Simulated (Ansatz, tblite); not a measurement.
# MoS2Cl2: spin-state energies by level

Aim: set other spin states of MoS2Cl2 against its singlet, on many levels of theory.

The runs use Ansatz 0.2.0, Gaussian basis; as each input shows.

The runs, in order: triplet, at the geometry of the singlet (GFN1-xTB, GFN2-xTB, PBE0-D4/def2-TZVP, PBE-D4/def2-TZVP, r2SCAN-D4/def2-TZVP); the singlet's energies come from earlier runs.

3 further runs of the same task are left out: 1 that didn't finish, 2 set aside as unsound or not needed. Runs told in other sessions of the task aren't counted.

### Step 1. The geometry

The geometry is that of the singlet, from an earlier relaxation (B3LYP-D4/def2-SVP).

5 atoms, charge 0, spin multiplicity 1.

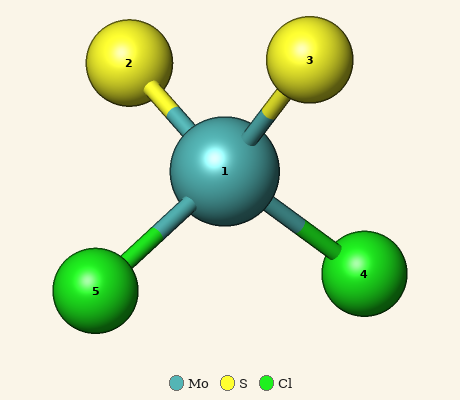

The geometry (molybdenum teal, sulfur yellow, chlorine green); atoms are numbered from 1 in the order of the file.

Formally the metal is d0. Mo takes a core potential in the def2 sets. No spin-orbit coupling is included.

### Step 2. Triplet at the fixed geometry, GFN1-xTB

Tight binding, by tblite at 300 K electronic temperature and without a spin-polarisation term:

```python
tblite.interface.Calculator('GFN1-xTB', numbers, positions, charge=0, uhf=2).singlepoint()
```

Energy -490.4771 eV; 0.005 s.

### Step 3. Triplet at the fixed geometry, GFN2-xTB

Tight binding, by tblite at 300 K electronic temperature and without a spin-polarisation term:

```python
tblite.interface.Calculator('GFN2-xTB', numbers, positions, charge=0, uhf=2).singlepoint()
```

Energy -482.9779 eV; 0.007 s.

### Step 4. Triplet at the fixed geometry, PBE0-D4/def2-TZVP

in.yaml reads:

```yaml
crystal:
  periodic: [false, false, false]
  atoms:
    - {symbol: Mo, position_ang: [0.003421, -0.000046, 0.002388]}
    - {symbol: S, position_ang: [0.040549, -0.016157, 2.107449]}
    - {symbol: S, position_ang: [1.994751, 0.012919, -0.681224]}
    - {symbol: Cl, position_ang: [-1.026542, 1.887332, -0.699636]}
    - {symbol: Cl, position_ang: [-1.012180, -1.884058, -0.728977]}
basis:
  gaussian: {orbitals: def2-TZVP}
magnetization: {spin_polarized: true, initial_magnetization: 2}
hamiltonian: {xc: pbe0, dispersion: d4}
scf: {omitted_lower_state_checks: [starts]}
output: {orbitals: {seedname: orbitals}}
```

The run is started by

```bash
ansatz run in.yaml --threads 4 --pin off --events-out ev --progress --plain --max-ram 3916MiB
```

Output:

```text
Functional definition: PBE0
  name "PBE0"
  cite "Adamo & Barone, J. Chem. Phys. 110, 6158 (1999) doi:10.1063/1.478522"
  cite "Perdew, Burke & Ernzerhof, Phys. Rev. Lett. 77, 3865 (1996) doi:10.1103/PhysRevLett.77.3865"
  parent pbe
  parameter a = 0.25
  parameter kappa = 0.804
  parameter beta = 0.06672455060314922
  exchange = (1 - a)*pbe_x(kappa = kappa, mu = beta*pi^2/3) + a*exact_x
  correlation = pbe_c(beta = beta)
these checks for a lower state are left out or cut short: starts
1456 factors; their error is unknown
mean field evaluation 1: about -48559.7598 eV, gradient 1.5e1 eV
mean field evaluation 2: about -48556.3078 eV, gradient 3.1e1 eV
mean field evaluation 4: about -48561.0389 eV, gradient 1.1e0 eV
mean field evaluation 8: about -48561.0510 eV, gradient 1.6e-1 eV
mean field evaluation 16: about -48561.2364 eV, gradient 3.2e-3 eV
mean field evaluation 32: about -48561.2364 eV, gradient 1.1e-5 eV
mean field -48561.23637274 eV, -1784.5925207099 hartree, gradient 1.0e-5 eV, S^2 2.023017; 0 other end points of the search recorded, 0 dependent functions left out
reference -48561.23640755 eV, -1784.5925219892 hartree; 41, 39 occupied and 147, 149 virtual orbitals, 1456 factors
Total energy: -48561.49718034 eV, -1784.6021052123 hartree
Checks for a lower state left out: starts
```

Run time: 6 s. Hardware: 4 threads of AMD EPYC 9B45, shared host; peak memory 1.3 GiB.

HOMO -6.29 eV, LUMO -5.90 eV (over both spins); ⟨S²⟩ 2.023 (pure: 2.00).

### Step 5. Triplet at the fixed geometry, PBE-D4/def2-TZVP

start.molden holds the orbitals of an earlier run on this state, given as this run's starting guess.

in.yaml: that of step 4 with these lines changed.

```diff
@@ -9,5 +9,5 @@
 basis:
-  gaussian: {orbitals: def2-TZVP}
+  gaussian: {orbitals: def2-TZVP, initial_orbitals: start.molden}
 magnetization: {spin_polarized: true, initial_magnetization: 2}
-hamiltonian: {xc: pbe0, dispersion: d4}
+hamiltonian: {xc: pbe, dispersion: d4}
 scf: {omitted_lower_state_checks: [starts]}
```

Same command.

Output:

```text
Functional definition: PBE
  name "PBE"
  cite "Perdew, Burke & Ernzerhof, Phys. Rev. Lett. 77, 3865 (1996) doi:10.1103/PhysRevLett.77.3865"
  parent pbe
  parameter kappa = 0.804
  parameter beta = 0.06672455060314922
  exchange = pbe_x(kappa = kappa, mu = beta*pi^2/3)
  correlation = pbe_c(beta = beta)
these checks for a lower state are left out or cut short: starts
1342 factors; their error is unknown
mean field evaluation 1: about -48559.2001 eV, gradient 1.1e1 eV
mean field evaluation 2: about -48559.3791 eV, gradient 3.2e-1 eV
mean field evaluation 4: about -48559.3674 eV, gradient 5.4e-2 eV
mean field evaluation 8: about -48559.3674 eV, gradient 2.1e-5 eV
mean field -48559.36736377 eV, -1784.5238358972 hartree, gradient 3.8e-6 eV, S^2 2.007005; 0 other end points of the search recorded, 0 dependent functions left out
reference -48559.36741320 eV, -1784.5238377135 hartree; 41, 39 occupied and 147, 149 virtual orbitals, 1342 factors
Total energy: -48559.66708114 eV, -1784.5348503072 hartree
Checks for a lower state left out: starts
```

Wall time 1.6 s (4 threads of AMD EPYC 9B45, shared host).

From the report: HOMO -4.76 eV, LUMO -6.62 eV (over both spins; with the spin held, an empty level of the minority spin lies below the top filled one); ⟨S²⟩ 2.007 (pure: 2.00).

### Step 6. Triplet at the fixed geometry, r2SCAN-D4/def2-TZVP

in.yaml: that of step 5 with these lines changed.

```diff
@@ -11,3 +11,3 @@
 magnetization: {spin_polarized: true, initial_magnetization: 2}
-hamiltonian: {xc: pbe, dispersion: d4}
+hamiltonian: {xc: r2scan, dispersion: d4}
 scf: {omitted_lower_state_checks: [starts]}
```

Launched as before.

Output:

```text
Functional definition: r2SCAN
  name "r2SCAN"
  cite "Furness, Kaplan, Ning, Perdew & Sun, J. Phys. Chem. Lett. 11, 8208 (2020) doi:10.1021/acs.jpclett.0c02405"
  cite "Furness, Kaplan, Ning, Perdew & Sun, J. Phys. Chem. Lett. 11, 9248 (2020) doi:10.1021/acs.jpclett.0c03077"
  parent r2scan
  parameter k0 = 0.174
  parameter k1 = 0.065
  parameter a1 = 4.9479
  exchange = r2scan_x(k0 = k0, k1 = k1, a1 = a1)
  correlation = r2scan_c
these checks for a lower state are left out or cut short: starts
1342 factors; their error is unknown
mean field evaluation 1: about -48575.7312 eV, gradient 8.2e0 eV
mean field evaluation 2: about -48575.8040 eV, gradient 1.4e-1 eV
mean field evaluation 4: about -48575.7883 eV, gradient 2.2e-3 eV
mean field evaluation 8: about -48575.7883 eV, gradient 3.5e-5 eV
mean field -48575.78828846 eV, -1785.1272937489 hartree, gradient 6.8e-6 eV, S^2 2.016312; 0 other end points of the search recorded, 0 dependent functions left out
reference -48575.78830451 eV, -1785.1272943388 hartree; 41, 39 occupied and 147, 149 virtual orbitals, 1342 factors
Total energy: -48575.85367713 eV, -1785.1296967384 hartree
Checks for a lower state left out: starts
```

Run time: 7 s. Hardware: 4 threads of AMD EPYC 9B45, shared host; peak memory 0.65 GiB.

From the report: HOMO -5.15 eV, LUMO -6.57 eV (over both spins; with the spin held, an empty level of the minority spin lies below the top filled one); ⟨S²⟩ 2.016 (pure: 2.00).

### Step 7. Triplet less singlet, vertical

The singlet's energies are those of its earlier runs, whose logs aren't repeated here.

| level | triplet less singlet, vertical (kcal/mol) | time |
| --- | --- | --- |
| GFN1-xTB | +64.2 | 0.01 s |
| GFN2-xTB | +51.7 | 0.013 s |
| PBE-D4/def2-TZVP | +44.6 | 2.4 s |
| r2SCAN-D4/def2-TZVP | +42.4 | 8.7 s |
| PBE0-D4/def2-TZVP | +38.1 | 7.7 s |

Times add the two runs; a level without a time comes out of a correlated run. Tight binding without a spin term can't rank spin states.

### Step 8. Summary of results

| quantity | value |
| --- | --- |
| triplet less singlet, vertical, functionals in def2-TZVP | +38.1 (PBE0-D4) to +44.6 kcal/mol (PBE-D4) |

In words: All functionals put the triplet above the singlet, over a spread of 6.5 kcal/mol. The checks for a lower triplet were left out, so another state of that spin may lie lower. The singlet here is a closed shell; an open-shell singlet can lie lower. These are electronic energies, without zero-point motion, entropy or surroundings.
